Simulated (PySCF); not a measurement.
# SiClF2 (SMILES F[Si](F)Cl) at UPBE/STO-6G

What is the energy change on altering one bond length of SiClF2 at UPBE/STO-6G? The job is set up through a Python script.

The results are computed with PySCF 2.14.0.

9 further runs of the same task are left out: 1 that didn't finish, 8 set aside as unsound or not needed.

## 1. The system as given

SiClF2: 4 atoms, total charge 0, spin state doublet. As SMILES, `F[Si](F)Cl`. Geometry: relaxed at PBE0-D4/def2-TZVP.

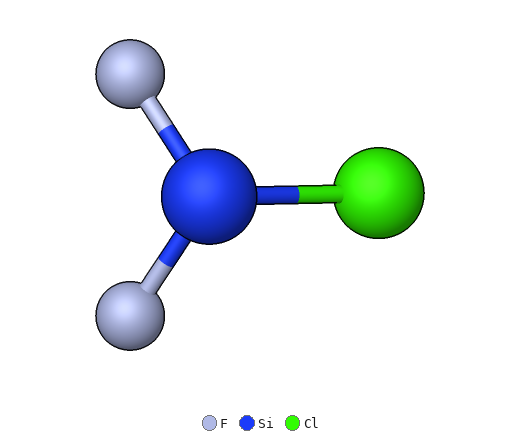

Viewed from a chosen angle; fluorine light blue, silicon blue, chlorine green.

## 2. The energy at UPBE/STO-6G

Contents of input.py:

```python
from pyscf import gto, dft

system = gto.M(
    atom='''
F    1.308200   0.129000   0.798000
Si   0.221200  -0.316500  -0.265700
F   -0.871800  -1.157400   0.514900
Cl  -0.657600   1.344900  -1.047300
''',
    spin=1,
    verbose=3,
    basis='sto-6g',
    charge=0,
    max_memory=1860,
)

mf = dft.UKS(system)
mf.xc = 'pbe'
mf.conv_tol = 1e-10
mf.grids.level = 5
mf.kernel()
if not mf.converged:
    mf = mf.newton().run(mf.mo_coeff, mf.mo_occ)

e_tot = mf.e_tot
print('E(%s) = %.9f' % ('PBE', e_tot))
```

Run with:

```
$ OMP_NUM_THREADS=1 python input.py
```

Standard output:

```text
WARN: HOMO -0.197258229905007 >= LUMO -0.197258229905006

converged SCF energy = -945.190141339378  <S^2> = 0.7505862  2S+1 = 2.0005861
E(PBE) = -945.190141339
```

It took 8.4 s on 1 thread of Arm Neoverse V1, shared host; peak memory 0.24 GiB.

## 3. The distorted shape at the same level

Contents of input.py:

```python
from pyscf import gto, dft

mol = gto.Mole()
mol.atom = '''
F      3.499264     0.664736     2.513109
Si     0.418007    -0.598098    -0.502100
F     -1.647463    -2.187169     0.973020
Cl    -1.242684     2.541493    -1.979110
'''
mol.basis = 'sto-6g'
mol.verbose = 3
mol.charge = 0
mol.max_memory = 1860
mol.unit = 'bohr'
mol.spin = 1
mol.build()

calc0 = dft.UKS(mol, xc='pbe')
calc0.conv_tol = 1e-10
calc0.grids.level = 5
calc0.kernel()
if not calc0.converged:
    calc0 = calc0.newton().run(calc0.mo_coeff, calc0.mo_occ)

energy = calc0.e_tot
print(f'total energy: {energy:.8f} hartree')
```

Run with:

```
$ OMP_NUM_THREADS=1 python input.py
```

Standard output:

```text
WARN: HOMO -0.253983145163386 >= LUMO -0.253983145163385

converged SCF energy = -945.102673122533  <S^2> = 0.75806588  2S+1 = 2.0080497
total energy: -945.10267312 hartree
```

Wall time 16 s (1 thread of Arm Neoverse V1, shared host); peak memory 0.24 GiB.

## 4. What came out

Level: UPBE/STO-6G.

| quantity | value |
| --- | --- |
| first shape: total energy | -945.19014 Eh |
| first shape: dipole moment | 2.42 D |
| first shape: HOMO energy (highest over α and β) | -2.14 eV |
| first shape: LUMO energy (lowest over α and β) | -0.95 eV |
| first shape: ⟨S²⟩ | 0.751 |
| distorted shape: total energy | -945.10267 Eh |
| distorted shape: dipole moment | 2.12 D |
| distorted shape: HOMO energy (highest over α and β) | -2.35 eV |
| distorted shape: LUMO energy (lowest over α and β) | -1.81 eV |
| distorted shape: ⟨S²⟩ | 0.758 |
| energy change with the F1–Si2 bond stretched from 1.585 to 2.377 Å | 2.380 eV |

In words: With the F1–Si2 bond stretched from 1.585 to 2.377 Å the energy rises by 2.38 eV (230 kJ/mol). The first shape isn't relaxed at this level, so the change isn't measured from a minimum. The minimal basis adds a large error of its own. Mulliken charges (first shape) run from -0.35 on Cl4 to +0.73 on Si2; they depend strongly on the basis.
